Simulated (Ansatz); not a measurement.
# Moving the knobs of a GW run on CsPbCl3 (Pm-3m)

A base run on CsPbCl3 (Pm-3m), then changed inputs.

Calculated with Ansatz 0.2.0; G0W0 on PBE, plane waves, norm-conserving pseudopotentials.

### Step 1. The starting structure

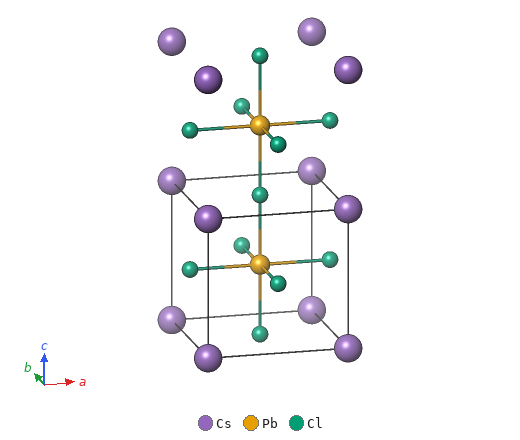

The cell as given, slightly off an axis (caesium purple, lead orange, chlorine teal). 1×1×2 cells are drawn. Some periodic images of atoms are drawn too.

The cell and positions come from the Crystallography Open Database and are kept as given unless a step says otherwise. Spin-orbit coupling is left out unless a step names it.

### Step 2. The base run: 2×2×2 mesh, 399 empty bands, screening to 100 eV, norm-conserving files

G0W0 replaces the xc potential by the self-energy, built once from these orbitals. Only a window of levels is corrected, while the sums run over the empty bands that the input names. This step takes norm-conserving files.

File input.yaml:

```yaml
crystal:
  lattice:
    - [5.605, 0.0, 0.0]
    - [0.0, 5.605, 0.0]
    - [0.0, 0.0, 5.605]
  atoms:
    - { symbol: Cs, position: [0.0, 0.0, 0.0] }
    - { symbol: Pb, position: [0.5, 0.5, 0.5] }
    - { symbol: Cl, position: [0.5, 0.5, 0.0] }
    - { symbol: Cl, position: [0.0, 0.5, 0.5] }
    - { symbol: Cl, position: [0.5, 0.0, 0.5] }
kpoints:
  mp_grid: { grid: [2, 2, 2] }
hamiltonian:
  xc: pbe
  pseudopotentials: { kind: nc }
scf:
  occupations: { method: fixed }
gw:
  n_empty_bands: 399
  ecut_chi: 100
  qp_bands: [v2, c2]
  qp_kpoints: band_edges
  screening: { model: contour_deformation }
```

Run with:

```
$ ansatz run input.yaml --threads 2 --pin off --max-ram 92160MiB --backend cuda --events-out ev --progress --plain --runs-dir out --devices 1 --max-vram 13GiB
```

Numbers of over 12 decimals in the logs are rounded to 6 here.

The log of the run:

```text
GPUs: using 1 of 1 available (devices: 1).
Engine: ansatz 0.2.0, x86_64-unknown-linux-gnu
Pseudopotentials: kind: nc
Pseudopotential: Cs, nc, valence charge 9, recommended cutoff 680.284656 eV (normal), Cs.nc.azcp
Pseudopotential: Pb, nc, valence charge 14, recommended cutoff 850 eV (normal), Pb.nc.azcp (PseudoDojo's, or run here from an input of PseudoDojo's: the run reads no file of this project's for it)
Pseudopotential: Cl, nc, valence charge 7, recommended cutoff 789.130201 eV (normal), Cl.nc.azcp (PseudoDojo's, or run here from an input of PseudoDojo's: the run reads no file of this project's for it)
Functional definition: PBE
  parameter kappa = 0.804
  parameter beta = 0.066725
  exchange = pbe_x(kappa = kappa, mu = beta*pi^2/3)
  correlation = pbe_c(beta = beta)
device memory: the entry about to start is reckoned to put 2.4 GiB on a device that reports 59.3 GiB free (of which the cap on the GPU budget leaves the run 13.0 GiB)
GPU FFT provider: cuFFT
GPU libraries: cuBLAS 13.8.2, cuFFT 12.4.0, cuSOLVER 12.3.4
Crystal: 5 atoms, lattice volume = 176.087 Å³
Basis set: ecut = 850 eV, 9843 PW (Γ)
Bands: 27, of which v1, the nominal top of the filled ones, is band 22 counted from 1 (21 counted from 0)
Symmetry: 48 space group operations
Space group: Pm-3m (ITA 221), of the structure as read, at distance tolerance 5.6e-5 Å
k-points: 4 of 8
Non-local potential: Cs, projectors of the file, l = 0: 2, l = 1: 2, l = 2: 2, l = 3: 2
Non-local potential: Pb, projectors of the file, l = 0: 3, l = 1: 2, l = 2: 2, l = 3: 1
Non-local potential: Cl, projectors of the file, l = 0: 2, l = 1: 2, l = 2: 2
Initial density: superposition of atomic densities (chi_scale 0.1, normalization cell, long waves kept (reshape's long-wave potential 0.01 eV rms))
Initial wavefunctions: pseudopotential atomic-orbital guess
GPU buffer pool allocated for 157464 grid points (all kernels)
GPU transforms: local potential and band sums: pruned to the plane-wave sphere, on 54×54×54
Functional: x = pbe(κ = 0.804, μ = 0.219515), c = pbe(β = 0.066725)
SCF iter   1: F=—  HF=-3884.251317 eV  |F-HF|=—  |Δ(HF+E_count)|=         —  Δρ=2.28e-2  dr2=2.22e0  ethr=3.10e-3  ⟨swp⟩=5.0  Hψ=478  notcnv=0  defer=8
preconditioner: auto → Resta (q_TF=auto, 2.165 Å⁻¹)  ε∞=3.1  [insulator: Δε(μ)=1.659 eV  Ē_g=12.645 eV  n_scr=26 (ndim 8)  ℏωp=18.1 eV  f_vac=0.014  ε∞_Penn≈3.1]
SCF iter   2: F=—  HF=-3883.510814 eV  |F-HF|=—  |Δ(HF+E_count)|=   7.41e-1  Δρ=1.15e-2  dr2=7.75e-1  ethr=3.10e-3  ⟨swp⟩=2.8  Hψ=200  notcnv=0  defer=9
SCF iter   3: F=—  HF=-3883.138016 eV  |F-HF|=—  |Δ(HF+E_count)|=   3.73e-1  Δρ=2.75e-3  dr2=2.76e-2  ethr=1.76e-3  ⟨swp⟩=3.5  Hψ=220  notcnv=0  defer=10
[...]
NSCF: frozen V_eff on 4 k-points
[...]
device memory: the entry about to start is reckoned to put 4.0 GiB on a device that reports 59.3 GiB free (of which the cap on the GPU budget leaves the run 13.0 GiB)
NSCF: frozen V_eff on 4 k-points
G₀W₀ screening: q 1/4
[... further progress lines ...]
SCF converged after 7 iterations
Free energy (F): -3883.134976 eV
Harris-Foulkes:  -3883.134976 eV  (|F-HF|=3.22e-8)
Internal energy: -3883.134976 eV  (E = F + TS)
E sigma→0 (E₀):  -3883.134976 eV
Fermi energy:    4.219545 eV
--- Per-component energies (eV) ---
  E_band       = -228.782351
  E_kinetic    = 1542.269231
  E_local      = -2894.480462  (includes V_loc(G=0)·N_el)
  E_nonlocal   = -10.188906
  E_hartree    = 946.269520
  E_xc         = -1086.805056
  E_vxc        = -758.923097  (∫ρ·V_xc dr)
  E_ewald      = -2380.199303
  E_smearing   = -0.000000  (= −TS)
  E_closure    = 0.000000  (closes the sum)
  Σ components = -3883.134976   (vs F -3883.134976, Δ=0.00e0)
--- Band table (eV) ---
  k-point 0: bands = [... 18 lower, 1.6258, 1.7350, 1.7350, 1.7350, 7.5717, 8.5132, 8.5132, 9.4145, ... 1 higher]
  k-point 1: bands = [... 18 lower, 1.5261, 1.6232, 1.6232, 2.5525, 7.1828, 8.9122, 9.4286, 9.5262, ... 1 higher]
  k-point 2: bands = [... 18 lower, 1.4382, 1.5125, 2.0471, 3.4118, 6.6791, 6.6791, 9.1136, 9.6140, ... 1 higher]
  k-point 3: bands = [... 18 lower, 2.0573, 2.0573, 2.0573, 4.2195, 6.0957, 6.0957, 6.0957, 9.3252, ... 1 higher]
--- G₀W₀: contour deformation, 6 samples at zero and on the imaginary axis and 1 off it, 8 q-points, 399 empty bands' worth ---
  eigenvalues of the whole cell's RPA ε∞ on this k-mesh (on a slab, of 1 + 4πα/V) = 7.6552, 7.6552, 7.6552; static W/v taken at q = 0 is 0.130629
  bands read: the sum over 421 bands ends inside a degenerate multiplet in 2 slots, whose members it reads at an even weight; the widest, k=3: bands 420 to 422 (counted from 1) at 2/3 each
  gw.qp_kpoints: band_edges: 4 of 4 stored k-points solved, in 1 pass; an edge of the gap read off the rows below is read off those points alone
    ik  band        ε_KS         Σx   Σc(E_QP)       V_xc       Z   E_QP_lin       E_QP  E_QP is
     0    21      1.7350   -20.6662     3.4176   -16.2372  0.7220     0.6819     0.7236  root
     0    22      1.7350   -20.6662     3.4176   -16.2372  0.7220     0.6819     0.7236  root
     0    23      7.5717    -3.7007    -3.5878    -7.4083  0.7993     7.6919     7.6915  root
     0    24      8.5132    -3.3650    -3.5501    -7.1830  0.7987     8.7830     8.7811  root
     1    21      1.6232   -20.3559     3.4561   -15.8563  0.7211     0.5344     0.5796  root
     1    22      2.5525   -21.2120     2.5763   -17.8280  0.7373     1.7222     1.7448  root
     1    23      7.1828    -9.1997    -3.8201   -13.6234  0.7663     7.7978     7.7864  root
     1    24      8.9122    -4.3946    -3.6810    -8.3931  0.7918     9.2325     9.2297  root
[...]
3    21      2.0573   -20.9288     3.3976   -16.5127  0.7242     0.9977     1.0388  root
     3    22      4.2195   -21.0484     1.7454   -18.6899  0.7526     3.5956     3.6066  root
     3    23      6.0957    -7.5716    -3.6670   -11.6922  0.7785     6.5552     6.5494  root
     3    24      6.0957    -7.5716    -3.6670   -11.6922  0.7785     6.5552     6.5494  root
```

Elapsed: 9.6 s, on 1 × NVIDIA H100 80GB HBM3 (shared by 6 runs) with 2 threads of AMD EPYC 7R13 (Zen 3), shared host; peak memory 1.6 GiB.

In the SCF lines HF is the Harris–Foulkes energy and dr2 the Hartree energy of the density residual, in eV; the loop may stop once dr2 is under the threshold and the program's other checks hold. Hψ counts applications of the Hamiltonian.

This step gave:

```
bands summed                                 : 421
RPA ε∞ on this mesh (eigenvalues)            : 7.655, 7.655, 7.655
plane waves in the screening matrix          : 389
q-points in the mesh                         : 8
G0W0 gap on the mesh                         : 2.943 eV
k of the valence top                         : -0.5, -0.5, -0.5
k of the conduction bottom                   : -0.5, -0.5, -0.5
starting gap on the mesh                     : 1.876 eV
Z at the valence top                         : 0.7526
Z at the conduction bottom                   : 0.7785
least direct G0W0 gap on the computed points : 2.943 eV
```

The gap on the mesh goes from 1.88 eV to 2.94 eV, a correction of +1.07 eV. Between the two edge states, bare exchange in place of the xc potential would open the gap by 6.48 eV, and correlation takes back 5.41 eV.

### Step 3. Variant: norm-conserving files, smooth pair densities

Changes to input.yaml since step 2:

```diff
@@ -19,4 +19,4 @@
 gw:
-  n_empty_bands: 399
-  ecut_chi: 100
+  n_empty_bands: 286
+  ecut_chi: 80
   qp_bands: [v2, c2]
@@ -24 +24,2 @@
   screening: { model: contour_deformation }
+  pair_densities: pseudo
```

The log of the run:

```text
GPUs: using 1 of 1 available (devices: 1).
[...]
GPU FFT provider: cuFFT
GPU libraries: cuBLAS 13.8.2, cuFFT 12.4.0, cuSOLVER 12.3.4
Crystal: 5 atoms, lattice volume = 176.087 Å³
Basis set: ecut = 850 eV, 9843 PW (Γ)
Bands: 27, of which v1, the nominal top of the filled ones, is band 22 counted from 1 (21 counted from 0)
[... 1 set-up line as in the run before ...]
[...]
k-points: 4 of 8
[...]
GPU buffer pool allocated for 157464 grid points (all kernels)
[...]
SCF iter   1: F=—  HF=-3884.251317 eV  |F-HF|=—  |Δ(HF+E_count)|=         —  Δρ=2.28e-2  dr2=2.22e0  ethr=3.10e-3  ⟨swp⟩=5.0  Hψ=478  notcnv=0  defer=8
[...]
SCF iter   7: F=-3883.134976 eV  HF=-3883.134976 eV  |F-HF|=3.22e-8  |Δ(HF+E_count)|=   2.92e-6  Δρ=3.28e-6  dr2=1.29e-8  ethr=2.27e-10  ⟨swp⟩=13.5  Hψ=636  notcnv=0
SCF 1 converged in 7 iterations: F = -3883.134976 eV  dr2 = 1.29e-8
[...]
NSCF: frozen V_eff on 4 k-points
[...]
G₀W₀ screening: q 1/4
[... further progress lines ...]
SCF converged after 7 iterations
Free energy (F): -3883.134976 eV
[...]
Internal energy: -3883.134976 eV  (E = F + TS)
E sigma→0 (E₀):  -3883.134976 eV
Fermi energy:    4.219545 eV
[...]
--- Band table (eV) ---
  k-point 0: bands = [... 18 lower, 1.6258, 1.7350, 1.7350, 1.7350, 7.5717, 8.5132, 8.5132, 9.4145, ... 1 higher]
  k-point 1: bands = [... 18 lower, 1.5261, 1.6232, 1.6232, 2.5525, 7.1828, 8.9122, 9.4286, 9.5262, ... 1 higher]
  k-point 2: bands = [... 18 lower, 1.4382, 1.5125, 2.0471, 3.4118, 6.6791, 6.6791, 9.1136, 9.6140, ... 1 higher]
  k-point 3: bands = [... 18 lower, 2.0573, 2.0573, 2.0573, 4.2195, 6.0957, 6.0957, 6.0957, 9.3252, ... 1 higher]
[...]
0    21      1.7350   -18.6129     3.5238   -14.0090  0.7232     0.6058     0.6550  root
     0    22      1.7350   -18.6129     3.5238   -14.0090  0.7232     0.6058     0.6550  root
     0    23      7.5717    -2.6892    -3.5769    -6.3471  0.7996     7.6528     7.6526  root
     0    24      8.5132    -2.8813    -3.5223    -6.6363  0.7983     8.7474     8.7460  root
     1    21      1.6232   -18.4166     3.5604   -13.7473  0.7223     0.4614     0.5143  root
     1    22      2.5525   -18.4374     2.6442   -14.8731  0.7381     1.6014     1.6324  root
     1    23      7.1828    -7.7700    -3.1889   -11.2935  0.7655     7.5207     7.5175  root
     1    24      8.9122    -3.4035    -3.6195    -7.2703  0.7917     9.1611     9.1594  root
[...]
3    21      2.0573   -18.8309     3.5035   -14.2365  0.7254     0.9173     0.9664  root
     3    22      4.2195   -18.1352     1.8600   -15.3267  0.7527     3.2406     3.2710  root
     3    23      6.0957    -6.5437    -3.1345    -9.9203  0.7778     6.3392     6.3377  root
     3    24      6.0957    -6.5437    -3.1345    -9.9203  0.7778     6.3392     6.3377  root
```

Elapsed: 13 s, on 1 × NVIDIA H100 80GB HBM3 (shared by 6 runs) with 2 threads; peak memory 1.4 GiB.

The G0W0 gap on the mesh is 3.067 eV.

Against the base:

| setting | base | variant |
| --- | --- | --- |
| empty bands | 399 | 286 |
| screening cutoff (eV) | 100 | 80 |
| pair densities | - | pseudo |

| quantity | variant | base |
| --- | --- | --- |
| starting gap on the mesh | 1.876 | 1.876 |
| G0W0 gap on the mesh | 3.067 | 2.943 |
| least direct G0W0 gap on the computed points | 3.067 | 2.943 |
| Z at the valence top | 0.753 | 0.753 |
| Z at the conduction bottom | 0.778 | 0.778 |

### Step 4. Outcome

```yaml
base: 2.94 eV, 9.6 s
norm_conserving_files_smooth_pair_densities: 3.07 eV, 13 s
```

In words: Norm-conserving files, smooth pair densities: the gap moves by +0.12 eV. The variant differs from the base in empty bands, screening cutoff and pair densities together, so the change can't be laid to one of them. All runs here use a coarse mesh and modest cutoffs; they test settings and are not final values. The 2×2×2 mesh is coarse for this cell (its supercell is 11 Å along the shortest edge). The RPA ε∞ on it, from the PBE start, is 7.66; such meshes misread the long-range screening, most where the gap is narrow. Where an edge is built on 6p states of lead, bismuth or thallium, scalar-relativistic gaps usually stand too wide, by a few tenths to over one eV. This is the ideal cubic cell; many perovskites, halides above all, are cubic only on average, and local tilts or off-centring can widen the gap. The many-body steps are scalar-relativistic: spin-orbit coupling is not in them.

[Paths, hosts, dates, memory and timing lines, banners, echoed tables and standing remarks are left out of the program output.]

[Logs are printed without paths, hosts, clocks, repeated set-up lines and the standing remarks that a program may print on its own settings, such as how far it seeks lower states.]

[Runs of the session that timed out or met a known fault of the program may be left out.]

[Cells called generated may have been cut or substituted from an entry of the Crystallography Open Database or the Materials Project.]

[Hosts, paths, dates, database ids (printed as entryN), source tags and the programs' standing remarks are cut or masked in the printed files.]
